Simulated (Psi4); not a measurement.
## Exact exchange and the dipole moment of SnSe

SnSe has 2 atoms, charge 0, and is taken as a singlet. SMILES: `[Se][Sn]`. The shape is that of a PBE0-D4/def2-TZVP optimisation.

The dipole moment y, in D, basis def2-TZVP with a core potential; a is the functional's share of exact exchange. Programs: Psi4 1.11.

```
functional  program     a  y (D)
    r2SCAN     Psi4     0   2.94
      BLYP     Psi4     0   2.78
     TPSSh     Psi4   0.1   3.00
     B3LYP     Psi4   0.2      ?
      PBE0     Psi4  0.25   3.12
     BHLYP     Psi4   0.5   3.43
```

Problem. Fit y = c + s·a to the known rows and predict B3LYP.

Solution. 
1. Means of the 5 rows: a = 0.1700, y = 3.054.
2. Σ(Δa)² = 0.178, Σ(Δa·Δy) = 0.1991, so the slope is 0.1991/0.178 = 1.1185.
3. Intercept: 3.054 − (1.1185) × 0.1700 = 2.864. The largest residual of the fit is 0.084.
4. B3LYP: 2.864 + (1.1185) × 0.2 = 3.09 D.

The run gave 3.06 D, so the prediction is off by +0.03 D, within the largest residual. More exact exchange makes the molecule more polar here. The rows mix families of semi-local functionals, which the line can't see.

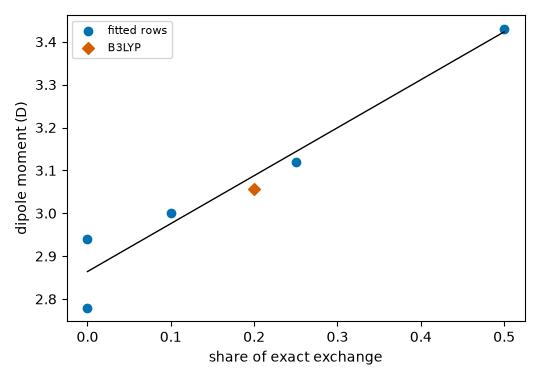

The fitted line, with the withheld row.
